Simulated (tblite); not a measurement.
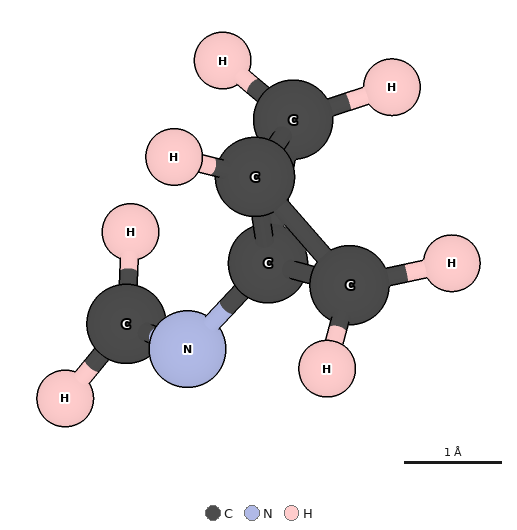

The input geometry (ball-and-stick view, seen at a tilt). Bond lengths as drawn: C–C 1.49 to 1.51 Å, C–H 1.07 to 1.09 Å and C–N 1.26 to 1.36 Å.

**Run report: C$_{5}$H$_{7}$N, molecular dynamics**

The run: molecular dynamics of C$_{5}$H$_{7}$N. Method and program: GFN2-xTB Langevin dynamics, gas phase (tblite 0.8.0).

It belongs to a series of runs on one base structure; here: constitutional isomer.

**Input file**
```
{"job": {"kind": "md", "xc": "GFN2-xTB", "basis": "xTB", "temperature": 600, "steps": 2000, "every": 50}, "charge": 0, "multiplicity": 1}
C      2.053831    -0.043726    -0.961578
N      1.051557    -0.747922    -0.656522
C      0.040273    -0.298197     0.134863
C     -1.162455    -1.068992     0.608581
C     -1.356741     0.199272    -0.145020
C     -0.417624     1.049416     0.646037
H      2.215586     0.987299    -0.640204
H      2.805131    -0.491715    -1.592549
H     -1.369726    -1.083491     1.672693
H     -1.388046    -1.997914     0.102041
H     -1.864057     0.392987    -1.066331
H     -0.590688     1.165168     1.709860
H     -0.021429     1.938301     0.170400
```

The first line tells a small driver script what to run in tblite; the rest is the geometry in Å.

Launched with:
```bash
OMP_NUM_THREADS=1 python <driver script> task.json out
```

**What the program printed**
```
t/fs     T/K      E/eV
    0.0   500.1   -465.06458
   25.0   155.5   -464.36416
   50.0   392.3   -464.64259
   75.0   347.0   -464.50911
  100.0   394.2   -464.50869
  125.0   580.2   -464.27869
  150.0   442.8   -464.17211
  175.0   634.8   -464.05921
  200.0   532.0   -463.79793
  225.0   582.2   -464.06858
  250.0   620.0   -464.13748
  275.0   588.5   -463.95879
  300.0   634.5   -464.28399
  325.0   531.9   -464.08919
  350.0   680.5   -464.20274
  375.0   485.7   -463.89033
  400.0   585.8   -464.16265
  425.0   632.6   -464.21639
  450.0   589.8   -464.21177
  475.0   468.7   -463.70820
  500.0   637.8   -463.99110
  525.0   575.3   -464.04881
  550.0   746.5   -464.11724
  575.0   699.1   -464.23240
  600.0   504.3   -464.27242
  625.0   563.7   -464.29242
  650.0   706.1   -464.05275
  675.0   617.1   -464.19253
  700.0   560.3   -463.87054
  725.0   599.9   -463.91148
  750.0   642.1   -463.91789
  775.0   690.4   -464.17718
  800.0   524.1   -464.22587
  825.0   840.1   -464.39538
  850.0  1076.6   -464.19686
  875.0   911.3   -463.99499
  900.0   713.0   -463.49580
  925.0   797.6   -463.72186
  950.0   650.7   -463.98529
  975.0   618.2   -463.92402
 1000.0   722.4   -464.02858
```

**Trajectory as extended XYZ (Å, eV, eV/Å), 16 of the 41 frames kept, from step=0 to step=40**
```
13
Properties=species:S:1:pos:R:3:forces:R:3 step=0 time_fs=0.0 energy=-465.06458 temperature=500.1
C     2.0538   -0.0437   -0.9616   -0.0010  -0.0017   0.0005
N     1.0516   -0.7479   -0.6565   -0.0023  -0.0003   0.0001
C     0.0403   -0.2982    0.1349   -0.0056  -0.0003  -0.0024
C    -1.1625   -1.0690    0.6086   -0.0083   0.0018  -0.0044
C    -1.3567    0.1993   -0.1450    0.0038  -0.0026  -0.0025
C    -0.4176    1.0494    0.6460    0.0031  -0.0037   0.0010
H     2.2156    0.9873   -0.6402    0.0060   0.0070   0.0029
H     2.8051   -0.4917   -1.5925    0.0061   0.0025  -0.0037
H    -1.3697   -1.0835    1.6727    0.0027   0.0061  -0.0034
H    -1.3880   -1.9979    0.1020   -0.0039  -0.0043   0.0062
H    -1.8641    0.3930   -1.0663    0.0002  -0.0014   0.0055
H    -0.5907    1.1652    1.7099    0.0005  -0.0005   0.0029
H    -0.0214    1.9383    0.1704   -0.0012  -0.0026  -0.0027
13
Properties=species:S:1:pos:R:3:forces:R:3 step=3 time_fs=75.0 energy=-464.50911 temperature=347.0
C     1.8651   -0.1294   -0.9504   -0.3535   0.3090   0.8152
N     0.8456   -0.7644   -0.5498    0.0596  -0.2027  -1.1858
C    -0.1331   -0.2436    0.1943   -0.9408   0.5587   0.7088
C    -1.3627   -0.9818    0.6797    1.0251   2.1939   3.4723
C    -1.5623    0.2667   -0.0911    0.7829  -0.9292   0.7509
C    -0.5643    1.1585    0.6206   -1.4356  -0.5114   0.0582
H     2.1146    0.8521   -0.5462    0.1095   0.2065  -0.3082
H     2.5098   -0.5908   -1.6561    0.4437  -0.3004  -0.1701
H    -1.4367   -0.9414    1.8441   -0.3294  -0.3100  -2.0081
H    -1.6201   -1.8434    0.1910   -0.4781  -2.0629  -0.6122
H    -2.0815    0.1725   -1.0102   -0.0911   0.8711  -0.4739
H    -0.7951    1.4843    1.6676    0.3729  -0.6279  -0.9140
H    -0.3398    1.9582   -0.0393    0.8349   0.8055  -0.1330
13
Properties=species:S:1:pos:R:3:forces:R:3 step=5 time_fs=125.0 energy=-464.27869 temperature=580.2
C     1.9148   -0.2457   -0.5903    0.9291   0.4909  -1.9847
N     0.8021   -0.8174   -0.4972   -0.2600  -0.8185  -0.4127
C    -0.2795   -0.2568    0.1060    0.0080   0.8243   0.4822
C    -1.4678   -0.8301    0.8163   -0.8237  -2.3834  -2.6476
C    -1.6487    0.2443   -0.2771    1.2720  -0.5896   2.0470
C    -0.6433    1.1814    0.3320    0.5393   1.3334   0.5025
H     2.1651    0.7729   -0.2432   -0.1722  -0.3293   0.1429
H     2.6120   -0.6378   -1.4044   -0.6490   0.1403   1.5904
H    -1.7542   -0.6718    1.8416    0.2971   0.2947   0.0315
H    -1.6804   -1.9822    0.4718    0.2356   2.7026   0.8070
H    -2.1979    0.4910   -1.1271   -0.6322  -0.5209  -0.8616
H    -0.7519    1.4593    1.3878   -0.1487   0.2358  -0.3862
H    -0.1923    2.0273   -0.2889   -0.5953  -1.3804   0.6893
13
Properties=species:S:1:pos:R:3:forces:R:3 step=8 time_fs=200.0 energy=-463.79793 temperature=532.0
C     1.7865   -0.4954   -0.5872    3.3560  -0.9598  -2.3080
N     0.6183   -0.8211   -0.4674   -2.8080  -2.3625   2.0746
C    -0.3688   -0.2518    0.2817    0.3219   1.1126   1.1086
C    -1.7771   -0.7212    0.8154    0.6293  -3.3108  -0.8312
C    -1.6210    0.2601   -0.2374   -2.0842   0.8462  -1.0061
C    -0.7382    1.2325    0.4242    1.3396   1.3079  -1.6911
H     2.1606    0.5100   -0.4911    0.5992   0.2895   0.4226
H     2.4735   -1.3225   -1.1325   -1.2505   2.0134   1.0100
H    -2.2802   -0.5048    1.7417    0.7866   0.4528   0.3863
H    -1.9959   -1.8469    0.5653    0.2448   2.0752   0.0091
H    -1.9149    0.2649   -1.2496   -0.5567   0.0485  -0.6026
H    -0.9112    1.8729    1.2551   -0.5380  -0.6175   1.1208
H    -0.2602    1.9414   -0.3108   -0.0400  -0.8957   0.3069
13
Properties=species:S:1:pos:R:3:forces:R:3 step=11 time_fs=275.0 energy=-463.95879 temperature=588.5
C     1.5379   -0.8293   -0.7743   -4.7088   0.9890   3.2939
N     0.5006   -1.1019    0.0760    1.2832   1.3746  -3.3194
C    -0.6105   -0.3151    0.4350    1.6136  -0.6143  -0.2543
C    -1.9686   -0.7805    1.0683    1.3797  -0.8100  -0.9054
C    -1.9352    0.0837   -0.1330    0.7687   1.6071  -0.4144
C    -0.9723    1.1945    0.3948   -1.6814  -3.6633   1.3868
H     1.8181    0.1848   -1.1563   -0.3926  -0.9157   0.3519
H     1.9474   -1.7047   -1.1678    1.0154  -0.7510  -0.0676
H    -2.1128   -0.3943    2.0486   -0.5561   0.3965   0.4128
H    -2.3041   -1.8372    0.9505    0.5434   0.9171   0.0064
H    -2.3059    0.0167   -1.1721    0.1056  -0.0653   1.1649
H    -1.0905    1.5848    1.3916   -0.5256   0.2631   0.0757
H    -0.5702    1.8547   -0.2672    1.1551   1.2722  -1.7315
13
Properties=species:S:1:pos:R:3:forces:R:3 step=13 time_fs=325.0 energy=-464.08919 temperature=531.9
C     1.3008   -0.8561   -0.4271    2.2115   0.4567   0.0436
N     0.1880   -1.2619   -0.0638   -2.5040   2.1799   0.0180
C    -0.7605   -0.3083    0.3942    0.8994  -1.6921   1.1705
C    -1.8506   -0.7085    1.3973   -0.0638   1.1974   0.3391
C    -2.1537    0.0111    0.1619   -1.0227   0.4735  -0.1035
C    -1.1816    1.1307    0.3550   -0.4937   1.2196  -1.9595
H     1.8945    0.0889   -0.1954   -1.2336  -0.6444  -0.4327
H     1.8496   -1.6046   -0.9498    0.8406  -0.4155  -0.1667
H    -2.0130   -0.1121    2.2978    0.4367  -0.5349   0.1277
H    -2.2039   -1.6943    1.3748   -0.0547  -1.2836   0.4923
H    -2.9711   -0.0828   -0.4914   -0.2737  -0.2783  -0.8333
H    -1.3032    1.7430    1.2861    0.5145  -0.3637  -1.1505
H    -1.1431    1.6431   -0.7098    0.7434  -0.3147   2.4550
13
Properties=species:S:1:pos:R:3:forces:R:3 step=16 time_fs=400.0 energy=-464.16265 temperature=585.8
C     1.0191   -0.8997   -0.4339   -1.7779   1.0712  -0.2186
N    -0.0260   -1.3076    0.1760   -0.0772   0.2124   0.7094
C    -0.9457   -0.4137    0.7327    1.6340  -1.4949   0.0596
C    -1.9268   -0.7017    1.9020    0.8651  -1.9546  -2.5436
C    -2.3454    0.0911    0.7334    0.4209   0.1659  -0.5180
C    -1.2040    1.0491    0.5924    0.3028  -0.4850   3.8162
H     1.0060    0.1369   -0.7990    0.6393   0.0741   0.1522
H     1.8230   -1.5076   -0.7747   -0.0563  -0.6004   0.0833
H    -1.6243   -0.1476    2.7183   -0.0458   0.3241   1.9580
H    -2.1629   -1.8141    1.8668   -0.0168   1.7176   0.7872
H    -2.9568   -0.1834   -0.0463   -1.6132  -0.2336  -1.0333
H    -0.9086    1.6130    1.5339   -0.5162  -0.1211  -1.3798
H    -0.9168    1.4094   -0.3198    0.2413   1.3242  -1.8725
13
Properties=species:S:1:pos:R:3:forces:R:3 step=19 time_fs=475.0 energy=-463.70820 temperature=468.7
C     0.9040   -1.0079   -0.3665   -2.3433  -3.7745   1.5105
N     0.1262   -1.4104    0.6591    1.4982   3.4540  -3.1904
C    -0.6702   -0.4410    1.3315    2.2783  -1.0148  -2.1040
C    -1.8426   -0.9938    1.9830   -0.5502  -0.2642   1.5297
C    -2.1334   -0.2246    0.7682    1.0929   0.8139  -0.0951
C    -1.1524    0.9379    0.9019   -0.5758  -3.4232  -0.1026
H     1.1581   -0.0513   -0.7542   -0.1685   0.7844   0.3351
H     1.1157   -1.8545   -1.1168    0.2429   1.1240   1.5297
H    -2.1508   -0.3918    2.8019   -0.3591  -0.3367   1.3817
H    -1.8421   -2.1065    2.0660   -0.4680   1.1506  -0.1860
H    -2.3206   -0.5836   -0.1676   -0.7607  -1.0395  -1.9966
H    -1.4080    1.5307    1.6785   -0.3573   2.1576   2.2148
H    -0.8120    1.3912    0.0173    0.4708   0.3684  -0.8270
13
Properties=species:S:1:pos:R:3:forces:R:3 step=21 time_fs=525.0 energy=-464.04881 temperature=575.3
C     1.1558   -0.9346   -0.3205    0.8990   3.0320   0.8198
N     0.3264   -1.3510    0.5100   -3.2692  -0.6138   0.3217
C    -0.8293   -0.6195    0.9261    3.3176  -0.9313   1.0773
C    -1.8197   -0.9166    2.0273    0.1161  -0.0324   0.9523
C    -2.2494   -0.1919    0.8428    0.5000   0.3705  -1.5541
C    -1.1169    0.8232    0.8394   -1.1111   0.8798  -0.4649
H     1.3304    0.1785   -0.5075   -0.7428  -0.8910  -0.5176
H     2.0609   -1.4437   -0.4655    0.6364  -1.1547  -0.3549
H    -1.8387   -0.3308    2.9660    0.2833  -0.5642  -0.4350
H    -2.1571   -1.9265    2.0794   -0.0601  -0.5786   0.4646
H    -2.7836   -0.5178   -0.0097   -0.9340   0.1503  -0.1615
H    -1.0087    1.4297    1.7906   -0.0897  -0.2579  -1.6599
H    -1.0289    1.1944   -0.2167    0.4544   0.5914   1.5121
13
Properties=species:S:1:pos:R:3:forces:R:3 step=24 time_fs=600.0 energy=-464.27242 temperature=504.3
C     0.9698   -1.1414   -0.4922    0.3573   0.3109   1.5228
N     0.1921   -1.2983    0.5285    1.3888  -0.6959  -2.2357
C    -0.8016   -0.4843    0.8778    1.7782   1.1900   1.1049
C    -1.7998   -0.6885    1.9943    1.4626   0.6843   1.1230
C    -2.2370   -0.4228    0.6394   -1.0486   0.4899  -1.1850
C    -1.3433    0.7893    0.2984   -0.9796   0.4065   1.4153
H     1.2435   -0.2414   -1.0840   -1.0185  -0.1927   0.3418
H     1.7332   -1.8899   -0.6304   -0.1314  -0.4252   0.0668
H    -1.8280    0.0333    2.7644   -0.2204   1.4854   0.3814
H    -1.7266   -1.5903    2.5381   -0.4917  -1.5475  -0.4431
H    -2.6794   -1.1956    0.0842   -0.9054  -0.0199  -0.9763
H    -1.4426    1.7589    0.8928    0.0113  -1.5636  -0.4790
H    -1.0580    1.0058   -0.7054   -0.2025  -0.1222  -0.6370
13
Properties=species:S:1:pos:R:3:forces:R:3 step=27 time_fs=675.0 energy=-464.19253 temperature=617.1
C     0.6698   -1.4465   -0.3940    0.8528   0.3721  -0.5059
N     0.2220   -1.0031    0.6931   -0.0660  -0.2974  -0.0777
C    -0.8532   -0.2078    0.7390   -2.5454   1.7407   1.6272
C    -1.9340   -0.1568    1.9522    1.2544  -0.6537  -1.1304
C    -2.3449   -0.3974    0.5797    0.4409   1.5596  -2.7738
C    -1.6533    0.7642   -0.1983   -0.1671  -1.8416   2.0453
H     0.3830   -1.2301   -1.4094   -0.8248   0.3853  -0.3331
H     1.6129   -1.9193   -0.4077    0.7943  -0.8606   0.4916
H    -2.2438    0.6689    2.5643    0.2663   0.4603  -0.3525
H    -2.0169   -1.1019    2.4435    0.4377  -0.3223   0.9225
H    -2.7297   -1.2619    0.0722   -0.5027   0.1104   0.2401
H    -1.7308    1.8066    0.0525   -0.2386   0.0390   0.8137
H    -1.6000    0.7163   -1.2511    0.2982  -0.6917  -0.9669
13
Properties=species:S:1:pos:R:3:forces:R:3 step=29 time_fs=725.0 energy=-463.91148 temperature=599.9
C     0.9294   -1.2836   -0.2643    0.1658  -1.8470   0.1667
N     0.0061   -1.1392    0.5914    0.2296   0.5956   0.5315
C    -0.8531   -0.0625    0.6455   -1.8435   0.0108  -2.2829
C    -1.9552    0.2107    1.6955    1.1482  -1.2918  -0.3858
C    -2.3929   -0.2306    0.3496    2.1190   2.2976  -0.7093
C    -1.5344    0.8564   -0.4866   -2.3141  -1.4000   0.8818
H     1.0131   -0.6366   -1.1035    0.3906   0.5981  -0.7336
H     1.5938   -2.2450   -0.3043   -1.3777   1.8147   0.4674
H    -2.0995    1.2741    1.9327    0.0912  -0.8281   0.4166
H    -1.9091   -0.6238    2.4486   -0.4384   1.4370  -0.2909
H    -2.9406   -1.0867    0.0139    0.1284   0.1296   0.0037
H    -1.7355    1.9206   -0.2006    0.3167  -1.0402   0.0215
H    -1.7476    0.7864   -1.6252    1.3843  -0.4762   1.9132
13
Properties=species:S:1:pos:R:3:forces:R:3 step=32 time_fs=800.0 energy=-464.22587 temperature=524.1
C     1.0014   -1.1795    0.0207   -0.0318  -1.2793   0.3500
N    -0.0981   -1.1905    0.6613    1.0686  -0.5988  -0.5220
C    -1.0574   -0.2800    0.4207    3.2957   0.7414   1.4197
C    -2.0922    0.1002    1.3883   -0.0256  -0.5354   5.4326
C    -2.4272   -0.2073    0.0692   -3.9228  -2.6040  -4.0970
C    -1.4802    0.7013   -0.5797    1.2195   0.5101  -1.9906
H     1.1955   -0.4159   -0.7621    0.3689  -0.6870   0.3893
H     1.6592   -2.0875    0.2532   -0.6037   1.7667  -0.5857
H    -2.1830    1.0788    1.8307    0.0623   0.4667  -0.3341
H    -2.1132   -0.6537    2.2194   -0.6998   0.3919  -0.7592
H    -2.9316   -1.0046   -0.4836   -0.3872   0.5063   0.7349
H    -1.5529    1.7230   -0.3091    0.1890   0.8788  -0.0784
H    -1.0928    0.4592   -1.5766   -0.5330   0.4426   0.0407
13
Properties=species:S:1:pos:R:3:forces:R:3 step=35 time_fs=875.0 energy=-463.99499 temperature=911.3
C     0.8486   -1.4227    0.2850    1.7319  -1.3729   2.2576
N    -0.0739   -1.0895    1.1046   -0.1198   0.3804  -1.9070
C    -1.0538   -0.1952    0.6538   -0.2740  -1.2041   0.1991
C    -2.3189    0.1842    1.4174    1.3905  -2.0686  -2.4307
C    -2.4136   -0.5176   -0.0189    0.4567   1.3009   3.4035
C    -1.4624    0.4484   -0.6907   -0.4620  -1.9698   2.9467
H     1.1120   -0.9877   -0.6592   -0.3681   0.1594  -0.5151
H     1.6907   -2.1867    0.6628   -1.9907   1.5530  -0.6026
H    -2.5256    1.2053    1.3818   -0.5215   1.3120   0.3086
H    -2.4473   -0.3391    2.3496   -0.4256  -0.1354  -0.1758
H    -2.7715   -1.5346   -0.1379    0.1343   0.7614  -0.5422
H    -1.4286    1.4573   -0.4563   -0.8928   1.7757  -0.6874
H    -1.0958    0.0508   -1.5515    1.3413  -0.4919  -2.2546
13
Properties=species:S:1:pos:R:3:forces:R:3 step=37 time_fs=925.0 energy=-463.72186 temperature=797.6
C     0.9244   -1.2089    0.4290    2.9922  -3.0025  -0.7192
N    -0.1926   -1.3896    0.9700   -1.0107   1.6043  -1.4380
C    -1.2134   -0.5005    0.5713   -1.3081  -0.9869   3.0506
C    -2.3616   -0.2064    1.5633   -0.8075  -0.0665  -0.7173
C    -2.7352   -0.5749    0.0817    2.1226  -0.8676   1.5239
C    -1.6676    0.3735   -0.4804   -1.2461   0.8618  -2.4058
H     1.2613   -0.5905   -0.4468   -0.6879  -0.1340   0.9629
H     1.7592   -2.0952    0.6487   -1.8728   2.3065  -0.1485
H    -2.5346    0.8287    2.0181    0.2570  -1.0969  -1.3655
H    -2.6283   -0.9109    2.3729    0.4635  -0.0188  -0.7638
H    -3.1175   -1.5560   -0.3950    0.4740   2.0802   1.1263
H    -1.8730    1.4868   -0.2710    0.5562  -1.6290  -0.5536
H    -1.4244    0.0741   -1.5597    0.0675   0.9493   1.4479
13
Properties=species:S:1:pos:R:3:forces:R:3 step=40 time_fs=1000.0 energy=-464.02858 temperature=722.4
C     0.8171   -1.3767    0.3401    1.9092  -1.5371  -0.8355
N    -0.3542   -1.5787    0.7378   -0.0813   0.2680   1.0981
C    -1.3128   -0.5972    0.6323   -0.1998  -1.3033   2.3167
C    -2.6273   -0.5982    1.5131    2.3907   0.5919  -3.0726
C    -2.6959   -0.8210    0.0741   -1.7550  -3.3338  -0.9294
C    -1.8351    0.2323   -0.4316    0.8527   2.7599  -0.6763
H     1.0822   -0.5404   -0.3062    0.2735   0.2219   0.1166
H     1.6639   -2.1944    0.4411   -1.9562   1.5132  -0.0153
H    -3.0172    0.2275    1.9470   -0.6330   3.1773   0.7057
H    -2.7252   -1.3278    2.1797   -0.2868  -3.6010   2.1660
H    -2.9334   -1.8472   -0.3530    0.0607   1.8307   0.1750
H    -1.9767    1.2914   -0.1276   -0.4437  -0.5937  -0.5252
H    -1.3238    0.1242   -1.3695   -0.1310   0.0060  -0.5237
```

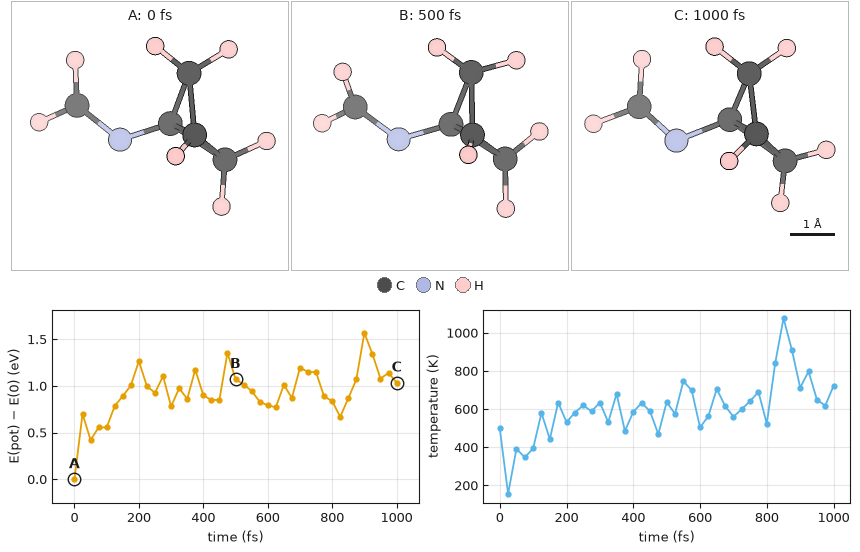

Frames of the molecular dynamics (ball-and-stick, seen at a tilt) above the curves, on which the letters mark them. The trajectory kept here has 41 frames over 1000 fs. The temperature starts at 500 K, ranges from 156 to 1077 K and averages 686 K over the second half. The potential energy ends 1.036 eV above its first value. After an unweighted best fit of the last frame on the first, the root-mean-square displacement is 0.16 Å, and H7 has moved furthest (0.31 Å).

**Summary**

- outcome: finished
- mean temperature over the second half: 686 K
- trajectory: 41 frames kept, 1000 fs
- hardware: 1 CPU thread, shared host
- wall time: 8.3 s
- peak memory: 0.18 GiB
